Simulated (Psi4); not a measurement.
**doublet BrF+: levels of theory compared**

Wanted: a comparison of 4 runs (UHF/STO-3G, U-wB97X-V/cc-pVTZ, UHSE06/cc-pVTZ, UTPSSh/cc-pVTZ) of doublet BrF+. 

Program for the calculation: Psi4 1.11.

3 further runs of the same task are left out: 3 that didn't finish.

### Step 1. The structure to begin with

The species is BrF+ (2 atoms), meant as a doublet with charge +1. SMILES of the parent species: `FBr`. The coordinates come from a PBE0-D4/def2-TZVP relaxation. That shape belongs to the parent species and isn't relaxed for this state.

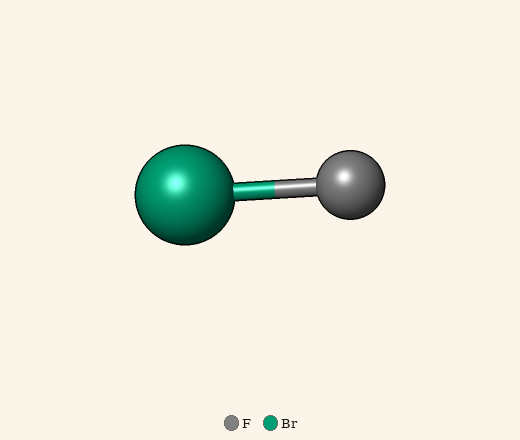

Viewed from a chosen angle; fluorine grey, bromine teal.

### Step 2. Energy and gradient at UHF/STO-3G (run 1)

brf.xyz reads:

```xyz
2
BrF
F      0.000000     0.000000     0.023210
Br     0.000000     0.000000     1.776730
```

brf_ase.py reads:

```python
import numpy as np
from ase.calculators.psi4 import Psi4
from ase.io import read

a = read('brf.xyz')
calc = Psi4(atoms=a, method='scf', basis='STO-3G', memory='2200MB', num_threads=1, charge=1, multiplicity=2, label='psi4-calc', reference='uhf')
calc.psi4.set_options({'puream': True, 'e_convergence': 1e-09, 'd_convergence': 1e-08, 'scf_type': 'pk', 'maxiter': 100})
a.calc = calc

forces = a.get_forces()
print(f'energy: {a.get_potential_energy():.6f} eV')
print('forces / eV A^-1')
print(np.round(forces, 5))
```

Started as:

```console
$ python brf_ase.py
```

psi4-calc.dat:

```text
[...]
  Running in c1 symmetry.
[...]
  Nuclear repulsion =   95.060690132447888
[...]
  Multiplicity = 2
[...]
  Nalpha       = 22
  Nbeta        = 21
[...]
    Number of basis functions: 23
[...]
   @UHF iter   1: -2642.25349869542788   -1.31858e+00   9.78697e-03 DIIS/ADIIS
[...]
   @UHF iter  15: -2642.28557687773264    1.36424e-12   2.32396e-09 DIIS
[...]
   @S^2 Observed:                7.619917229E-01
[...]
    Orbital Energies [Eh]
    ---------------------
    Alpha Occupied:
       1A   -485.055718     2A    -63.772070     3A    -58.322604
       4A    -58.322468     5A    -58.319281     6A    -26.570663
       7A     -9.697883     8A     -7.447882     9A     -7.441345
      10A     -7.429381    11A     -2.811206    12A     -2.808126
      13A     -2.800147    14A     -2.788601    15A     -2.787647
      16A     -2.012635    17A     -1.273043    18A     -1.074889
      19A     -1.016069    20A     -0.952063    21A     -0.763624
      22A     -0.730591
    Alpha Virtual:
      23A     -0.192117
[...]
  @UHF Final Energy: -2642.28557687773264
   => Energetics <=
    Nuclear Repulsion Energy =             95.0606901324478883
    One-Electron Energy =               -3867.7250710045345841
    Two-Electron Energy =                1130.3788039943540298
    Total Energy =                      -2642.2855768777326375
  UHF NO Occupations:
  HONO-2 :   20  A 2.0000000
  HONO-1 :   21  A 1.9939861
[...]
 Multipole Moments:
 ------------------------------------------------------------------------------------
     Multipole            Electronic (a.u.)      Nuclear  (a.u.)        Total (a.u.)
 ------------------------------------------------------------------------------------
 L = 1.  Multiply by 2.5417464519 to convert [e a0] to [Debye]
 Dipole X            :         -0.0000000            0.0000000           -0.0000000
 Dipole Y            :          0.0000000            0.0000000            0.0000000
 Dipole Z            :          1.2910055           -1.5337389           -0.2427334
 Magnitude           :                                                    0.2427334
[...]
  -Total Gradient:
     Atom            X                  Y                   Z
    ------   -----------------  -----------------  -----------------
       1        0.000000000000    -0.000000000000    -0.037650879881
       2       -0.000000000000     0.000000000000     0.037650879883
[...]
```

The script printed:

```text
energy: -71900.252819 eV
forces / eV A^-1
[[-0.       0.       1.93609]
 [ 0.      -0.      -1.93609]]
```

Wall time 4.5 s (1 thread of Intel Xeon at 2.50GHz (Skylake/Cascade Lake), shared host); peak memory 0.24 GiB.

### Step 3. The energy at U-wB97X-V/cc-pVTZ (run 2)

job.py reads:

```python
import psi4

psi4.set_memory(2200000000)
psi4.set_num_threads(1)
psi4.set_output_file('output.dat', False)

m = psi4.geometry("""
1 2
F      0.000000     0.000000     0.023210
Br     0.000000     0.000000     1.776730
symmetry c1
""")

options = {'reference': 'uks', 'puream': True, 'e_convergence': 1e-09, 'd_convergence': 1e-08, 'scf_type': 'pk', 'dft_radial_points': 99, 'dft_spherical_points': 590, 'maxiter': 100}
psi4.set_options(options)

result, w = psi4.energy('wb97x-v/cc-pVTZ', molecule=m, return_wfn=True)
print(f'total energy {result:.8f} hartree = {result * 27.211386:.5f} eV')
for k, v in sorted(psi4.core.scalar_variables().items()):
    print(f'{k:45s} {v:18.10f}')
```

Started as:

```console
$ python job.py
```

output.dat:

```text
[...]
  Running in c1 symmetry.
[...]
  Nuclear repulsion =   95.060690132447888
[...]
  Multiplicity = 2
[...]
  Nalpha       = 22
  Nbeta        = 21
[...]
    Number of basis functions: 73
[...]
   @UKS iter   1: -2673.16598053630878   -1.13494e+00   1.28187e-02 DIIS/ADIIS
[...]
   @UKS iter  14: -2673.30952671620571    9.09495e-13   1.63687e-09 DIIS
[...]
   @S^2 Observed:                7.529716645E-01
[...]
    Orbital Energies [Eh]
    ---------------------
    Alpha Occupied:
       1A   -483.127524     2A    -62.995981     3A    -56.803322
       4A    -56.803145     5A    -56.795538     6A    -25.137504
       7A     -9.259203     8A     -7.090281     9A     -7.086737
      10A     -7.065261    11A     -3.216334    12A     -3.215793
      13A     -3.200025    14A     -3.196390    15A     -3.192190
      16A     -1.668162    17A     -1.285762    18A     -0.937385
      19A     -0.916609    20A     -0.894942    21A     -0.788193
      22A     -0.749161
    Alpha Virtual:
      23A     -0.356972    24A      0.059347    25A      0.065364
[...]
  @UKS Final Energy: -2673.30952671620571
   => Energetics <=
    Nuclear Repulsion Energy =             95.0606901324478883
    One-Electron Energy =               -3893.2276159092007219
    Two-Electron Energy =                1203.5113517024974499
    DFT Exchange-Correlation Energy =     -78.8365353429929598
    Empirical Dispersion Energy =           0.0000000000000000
    VV10 Nonlocal Energy =                  0.1825827010428904
    Total Energy =                      -2673.3095267162057098
[...]
 Multipole Moments:
 ------------------------------------------------------------------------------------
     Multipole            Electronic (a.u.)      Nuclear  (a.u.)        Total (a.u.)
 ------------------------------------------------------------------------------------
 L = 1.  Multiply by 2.5417464519 to convert [e a0] to [Debye]
 Dipole X            :          0.0000000            0.0000000            0.0000000
 Dipole Y            :          0.0000000            0.0000000            0.0000000
 Dipole Z            :          2.2017317           -1.5337389            0.6679928
 Magnitude           :                                                    0.6679928
[...]
```

Standard output:

```text
total energy -2673.30952672 hartree = -72744.45743 eV
CURRENT ENERGY                                  -2673.3095267162
CURRENT REFERENCE ENERGY                        -2673.3095267162
DD SOLVATION ENERGY                                 0.0000000000
DFT FUNCTIONAL TOTAL ENERGY                     -2673.3095267162
DFT TOTAL ENERGY                                -2673.3095267162
DFT VV10 ENERGY                                     0.1825827010
DFT XC ENERGY                                     -78.8365353430
GRID ELECTRONS ALPHA                               21.9999999125
GRID ELECTRONS BETA                                20.9999999153
GRID ELECTRONS TOTAL                               42.9999998278
NUCLEAR REPULSION ENERGY                           95.0606901324
ONE-ELECTRON ENERGY                             -3893.2276159092
PCM POLARIZATION ENERGY                             0.0000000000
PE ENERGY                                           0.0000000000
SCF ITERATION ENERGY                            -2673.3095267162
SCF ITERATIONS                                     14.0000000000
SCF TOTAL ENERGY                                -2673.3095267162
TWO-ELECTRON ENERGY                              1203.5113517025
XC GRID RADIAL POINTS                              99.0000000000
XC GRID SPHERICAL POINTS                          590.0000000000
XC GRID TOTAL POINTS                           109329.0000000000
```

It took 2.4 min on 1 thread of Intel Xeon at 2.50GHz (Skylake/Cascade Lake), shared host; peak memory 1.3 GiB.

Run 3 isn't shown in full; the table further down has it.

### Step 4. The energy at UTPSSh/cc-pVTZ (run 4)

job.dat reads:

```
memory 2200 mb

molecule system {
  1 2
  F
  Br 1 r2

  r2 = 1.75352
  units angstrom
  symmetry c1
  no_reorient
  no_com
}

set globals {
  basis cc-pVTZ
  reference uks
  puream true
  e_convergence 1e-09
  d_convergence 1e-08
  scf_type pk
  dft_radial_points 99
  dft_spherical_points 590
  maxiter 100
}

e_tot, wfn = energy("tpssh", return_wfn=True)
```

Started as:

```console
$ psi4 job.dat job.out -n 1
```

job.out:

```text
[...]
  Running in c1 symmetry.
[...]
  Nuclear repulsion =   95.060690132447874
[...]
  Multiplicity = 2
[...]
  Nalpha       = 22
  Nbeta        = 21
[...]
    Number of basis functions: 73
[...]
   @UKS iter   1: -2673.35244901459646   -9.78683e-01   1.35735e-02 ADIIS/DIIS
[...]
   @UKS iter  12: -2673.49895273420407   -1.27329e-11   4.19833e-09 DIIS
[...]
   @S^2 Observed:                7.528842170E-01
[...]
    Orbital Energies [Eh]
    ---------------------
    Alpha Occupied:
       1A   -483.025530     2A    -62.732970     3A    -56.521364
       4A    -56.520470     5A    -56.513165     6A    -24.986774
       7A     -9.074269     8A     -6.897669     9A     -6.892733
      10A     -6.871877    11A     -3.024851    12A     -3.024424
      13A     -3.008924    14A     -3.004696    15A     -3.000696
      16A     -1.522180    17A     -1.136800    18A     -0.822501
      19A     -0.785565    20A     -0.759728    21A     -0.668847
      22A     -0.627362
    Alpha Virtual:
      23A     -0.472068    24A     -0.036486    25A     -0.023697
[...]
  @UKS Final Energy: -2673.49895273420407
   => Energetics <=
    Nuclear Repulsion Energy =             95.0606901324478741
    One-Electron Energy =               -3893.2123372226201354
    Two-Electron Energy =                1216.0059237210048195
    DFT Exchange-Correlation Energy =     -91.3532293650362561
    Empirical Dispersion Energy =           0.0000000000000000
    VV10 Nonlocal Energy =                  0.0000000000000000
    Total Energy =                      -2673.4989527342040674
[...]
 Multipole Moments:
 ------------------------------------------------------------------------------------
     Multipole            Electronic (a.u.)      Nuclear  (a.u.)        Total (a.u.)
 ------------------------------------------------------------------------------------
 L = 1.  Multiply by 2.5417464519 to convert [e a0] to [Debye]
 Dipole X            :         -0.0000000            0.0000000           -0.0000000
 Dipole Y            :         -0.0000000            0.0000000           -0.0000000
 Dipole Z            :          2.1117215           -1.5337389            0.5779826
 Magnitude           :                                                    0.5779826
[...]
```

Run time: 69 s. Hardware: 1 thread of Intel Xeon at 2.50GHz (Skylake/Cascade Lake), shared host; peak memory 1.6 GiB.

### Step 5. The series

| run | level | task | integration grid | energy (Eh) | HOMO energy (eV) | LUMO energy (eV) | ⟨S²⟩ | wall time |
| --- | --- | --- | --- | --- | --- | --- | --- | --- |
| 1 | UHF/STO-3G | gradient | – | -2642.285577 | -19.46 | -8.70 | 0.762 | 4.5 s |
| 2 | U-wB97X-V/cc-pVTZ | energy | 99 radial × 590 angular | -2673.309527 | -20.07 | -12.50 | 0.753 | 2.4 min |
| 3 | UHSE06/cc-pVTZ | energy | 99 radial × 590 angular | -2673.181887 | -17.14 | -15.21 | 0.753 | 1.9 min |
| 4 | UTPSSh/cc-pVTZ | energy | 99 radial × 590 angular | -2673.498953 | -16.76 | -15.38 | 0.753 | 69 s |

### Step 6. Outcome

```
                                 quantity           value
                      run 4: total energy  -2673.49895 Eh
run 4: HOMO energy (highest over α and β)       -16.76 eV
 run 4: LUMO energy (lowest over α and β)       -15.38 eV
                              run 4: ⟨S²⟩           0.753
```

**Reading.** Totals of different functionals can't be ranked against each other. In run 1 the basis is minimal, so the values are rough. All runs together took 5.5 min, the longest 2.4 min.
